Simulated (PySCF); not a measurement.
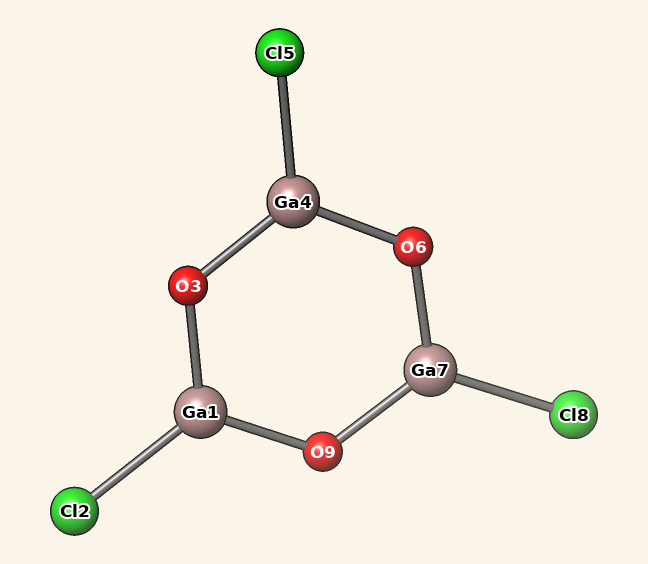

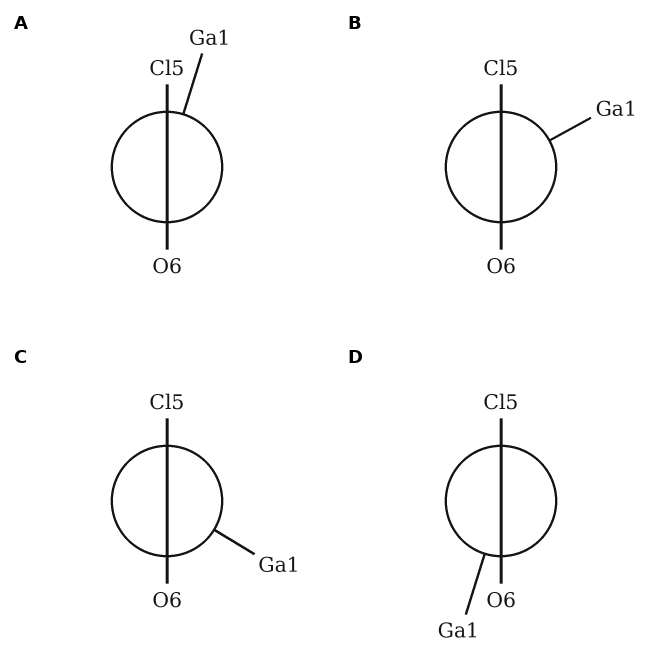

Distant atoms are faded towards the background colour. Bonds that would overlap in a projection are set slightly apart. Computed geometry: PBE0-D3(BJ)/def2-SVP optimisation. No frequency run is at hand to confirm it as a minimum.

> Which Newman projection shows the view along Ga4–O3, with Ga4 in front?

D. The torsion angle Cl5–Ga4–O3–Ga1 is −179°, antiperiplanar (anti).
